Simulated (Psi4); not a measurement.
# B3LYP/6-31G(d) (Cartesian functions) run of CH2BN (BH2(CN))

Aim: the vertical ionisation energy of CH2BN (BH2(CN)) at B3LYP/6-31G* (Cartesian functions), from 2 runs. 

The results are computed with Psi4 1.11.

1 further run of the same task is left out (set aside as unsound or not needed).

**1. The system as given**

The species is CH2BN (5 atoms), meant as a singlet with charge 0. SMILES: `[H]B([H])C#N`. Geometry: relaxed at GFN2-xTB.

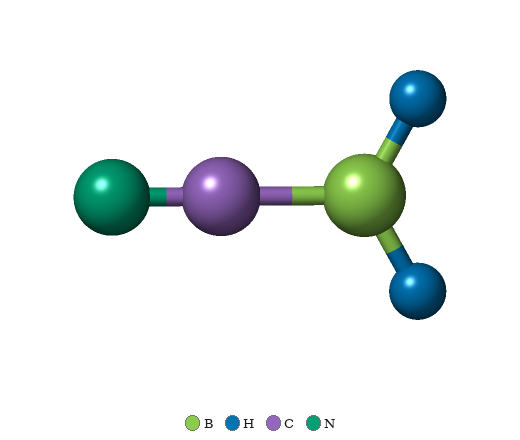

The structure, seen from a chosen angle (boron green, hydrogen blue, carbon purple, nitrogen teal).

**2. Energy and forces at B3LYP/6-31G(d) (Cartesian functions)**

ch2bn.dat reads:

```
memory 1600 MB

molecule molecule1 {
  0 1
  B      0.303740     0.527560     0.008500
  H      1.468860     0.505990     0.058320
  H     -0.298270     1.526000    -0.026970
  C     -0.450670    -0.781610    -0.012050
  N     -1.023660    -1.777940    -0.027800
  units angstrom
  symmetry c1
  no_reorient
  no_com
}

set {
  reference rks
  puream false
  e_convergence 1e-09
  d_convergence 1e-08
  scf_type pk
  dft_radial_points 99
  dft_spherical_points 590
}

E, wfn = gradient("b3lyp/6-31G*", return_wfn=True)
oeprop(wfn, "LOWDIN_CHARGES", "DIPOLE", "WIBERG_LOWDIN_INDICES", title="B3LYP")
```

The run is started by

```sh
$ psi4 -i ch2bn.dat -o ch2bn.out -n 1
```

ch2bn.out:

```text
[...]
  Running in c1 symmetry.
[...]
  Nuclear repulsion =   46.535006320143779
[...]
  Multiplicity = 1
[...]
  Nalpha       = 10
  Nbeta        = 10
[...]
    Number of basis functions: 49
[...]
   @RKS iter   1:  -118.76387195619392   -6.18638e-01   9.38875e-03 ADIIS/DIIS
[...]
   @RKS iter  10:  -118.87506110555405   -5.95435e-12   6.76997e-09 DIIS
[...]
    Orbital Energies [Eh]
    ---------------------
    Doubly Occupied:
       1A    -14.361884     2A    -10.224399     3A     -6.811318
       4A     -0.925658     5A     -0.617672     6A     -0.452628
       7A     -0.416716     8A     -0.375878     9A     -0.370911
      10A     -0.341247
[...]
  @RKS Final Energy:  -118.87506110555405
   => Energetics <=
    Nuclear Repulsion Energy =             46.5350063201437791
    One-Electron Energy =                -251.0834452400706311
    Two-Electron Energy =                  99.4768635501959437
    DFT Exchange-Correlation Energy =     -13.8034857358231360
    Empirical Dispersion Energy =           0.0000000000000000
    VV10 Nonlocal Energy =                  0.0000000000000000
    Total Energy =                       -118.8750611055540531
[...]
  -Total Gradient:
     Atom            X                  Y                   Z
    ------   -----------------  -----------------  -----------------
       1        0.001754084418     0.002961660013     0.000110317646
       2       -0.011941477768    -0.000407148081    -0.000531206636
       3        0.005616382381    -0.010524657334     0.000316052016
       4       -0.015374992482    -0.026656377765    -0.000443068592
       5        0.019945566953     0.034625720313     0.000547889374
[...]
 Multipole Moments:
 ------------------------------------------------------------------------------------
     Multipole            Electronic (a.u.)      Nuclear  (a.u.)        Total (a.u.)
 ------------------------------------------------------------------------------------
 L = 1.  Multiply by 2.5417464519 to convert [e a0] to [Debye]
 Dipole X            :         14.0634771          -13.5688950            0.4945821
 Dipole Y            :         24.4155703          -23.5562865            0.8592838
 Dipole Z            :          0.3786504           -0.3648116            0.0138387
 Magnitude           :                                                    0.9915501
[...]
```

Run time: 16 s. Hardware: 1 thread of Intel Xeon Platinum 8175M at 2.50GHz (Skylake/Cascade Lake), shared host; peak memory 0.59 GiB.

**3. The doublet cation: a single-point energy at UB3LYP/6-31G(d) (Cartesian functions)**

ch2bn.xyz reads:

```xyz
5
CH2BN
B      0.303740     0.527560     0.008500
H      1.468860     0.505990     0.058320
H     -0.298270     1.526000    -0.026970
C     -0.450670    -0.781610    -0.012050
N     -1.023660    -1.777940    -0.027800
```

run.py reads:

```python
import numpy as np
from ase.calculators.psi4 import Psi4
from ase.io import read

mol = read('ch2bn.xyz')
calc = Psi4(atoms=mol, method='b3lyp', basis='6-31G*', memory='1600MB', num_threads=1, charge=1, multiplicity=2, label='psi4-calc', reference='uks')
calc.psi4.set_options({'puream': False, 'e_convergence': 1e-09, 'd_convergence': 1e-08, 'scf_type': 'pk', 'dft_radial_points': 99, 'dft_spherical_points': 590, 'maxiter': 200})
mol.calc = calc

print(f'energy: {mol.get_potential_energy():.6f} eV')
```

The run is started by

```sh
$ python run.py
```

psi4-calc.dat:

```text
[...]
  Running in c1 symmetry.
[...]
  Nuclear repulsion =   46.535006320143779
[...]
  Multiplicity = 2
[...]
  Nalpha       = 10
  Nbeta        = 9
[...]
    Number of basis functions: 49
[...]
   @UKS iter   1:  -118.33676716635328   -1.91533e-01   7.65257e-03 ADIIS/DIIS
[...]
   @UKS iter  17:  -118.42480361928656   -2.21689e-12   3.52979e-09 DIIS
[...]
   @S^2 Observed:                7.583441318E-01
[...]
    Orbital Energies [Eh]
    ---------------------
    Alpha Occupied:
       1A    -14.716833     2A    -10.567624     3A     -7.110528
       4A     -1.284146     5A     -0.918358     6A     -0.746897
       7A     -0.732950     8A     -0.688912     9A     -0.688197
      10A     -0.670297
    Alpha Virtual:
      11A     -0.395356    12A     -0.298684    13A     -0.203400
      14A     -0.093514    15A     -0.072038    16A     -0.042416
      17A     -0.002585    18A      0.139803    19A      0.162930
      20A      0.163796    21A      0.306276    22A      0.339892
      23A      0.363011    24A      0.392518    25A      0.524966
[...]
  @UKS Final Energy:  -118.42480361928656
   => Energetics <=
    Nuclear Repulsion Energy =             46.5350063201437791
    One-Electron Energy =                -244.7683534274957253
    Two-Electron Energy =                  93.3190997301178129
    DFT Exchange-Correlation Energy =     -13.5105562420524183
    Empirical Dispersion Energy =           0.0000000000000000
    VV10 Nonlocal Energy =                  0.0000000000000000
    Total Energy =                       -118.4248036192865641
[...]
 Multipole Moments:
 ------------------------------------------------------------------------------------
     Multipole            Electronic (a.u.)      Nuclear  (a.u.)        Total (a.u.)
 ------------------------------------------------------------------------------------
 L = 1.  Multiply by 2.5417464519 to convert [e a0] to [Debye]
 Dipole X            :         -0.3772684            1.1688179            0.7915495
 Dipole Y            :         -0.6532016            2.0286781            1.3754765
 Dipole Z            :         -0.0092329            0.0309818            0.0217489
 Magnitude           :                                                    1.5871229
[...]
```

On the terminal:

```text
energy: -3222.503046 eV
```

It took 33 s on 1 thread of Intel Xeon Platinum 8175M at 2.50GHz (Skylake/Cascade Lake), shared host; peak memory 0.6 GiB.

**4. What came out**

At B3LYP/6-31G* (Cartesian functions):

```
                                          quantity          value
                       singlet CH2BN: total energy  -118.87506 Eh
                      singlet CH2BN: dipole moment         2.52 D
                        singlet CH2BN: HOMO energy       -9.29 eV
                        singlet CH2BN: LUMO energy       -3.24 eV
                      singlet CH2BN: HOMO–LUMO gap        6.04 eV
           singlet CH2BN: largest force on an atom     2.055 eV/Å
                      doublet cation: total energy  -118.42480 Eh
doublet cation: HOMO energy (highest over α and β)      -18.24 eV
 doublet cation: LUMO energy (lowest over α and β)      -15.21 eV
                              doublet cation: ⟨S²⟩          0.758
vertical ionisation energy (to the doublet cation)      12.252 eV
```

In words: The vertical ionisation energy comes to 12.25 eV (1182 kJ/mol). The largest force (singlet CH2BN) is 2.05 eV/Å: the shape isn't a stationary point for this species at this level. The negative HOMO energy of the first species, 9.29 eV, lies 2.97 eV below that difference.
